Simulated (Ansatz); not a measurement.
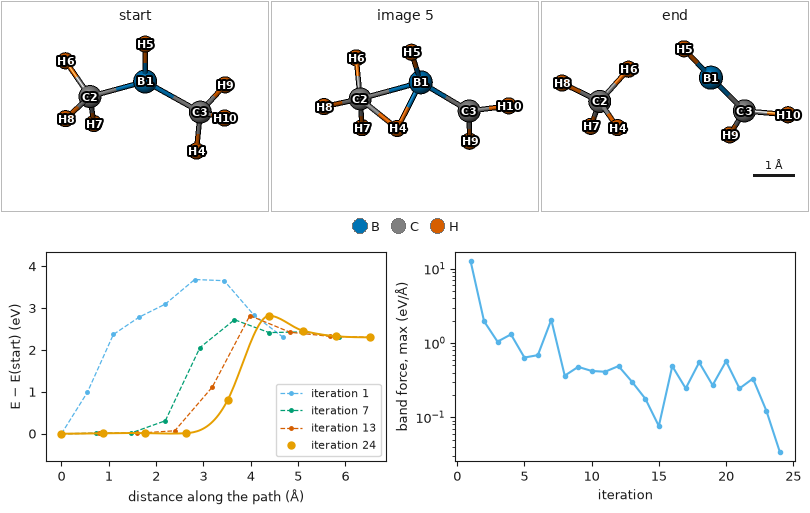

A search for the minimum-energy path of C$_{2}$H$_{7}$B by the nudged elastic band. Images are numbered from 0 (start) to 8 (end). The plot follows the band through its iterations. Style: ball-and-stick. Shown from a free direction.

All numbers below come from RKS PBE0-D4/6-31G* (Ansatz 0.2.0). Run with 7 movable images; climbing image; force threshold 0.05 eV/Å; iteration limit 60; starting path through a guess of the saddle point.

> Judge this run.

The result is final at these settings. The band converged in 24 iterations. The largest component of the band force went from 13 to 0.034 eV/Å. The climbing image converged on the top of the path. Its vibrational analysis gives one imaginary mode (950i cm⁻¹), as a transition state must have. The first iteration put the highest image at 3.69 eV. The energy climbs by 2.82 eV to image 5 and then falls by 0.52 eV, so the end point sits at +2.30 eV.

The run took 8.2 min on 1 thread of Intel(R) Xeon(R) Processor @ 2.70GHz (shared host), peak memory 0.13 GiB.
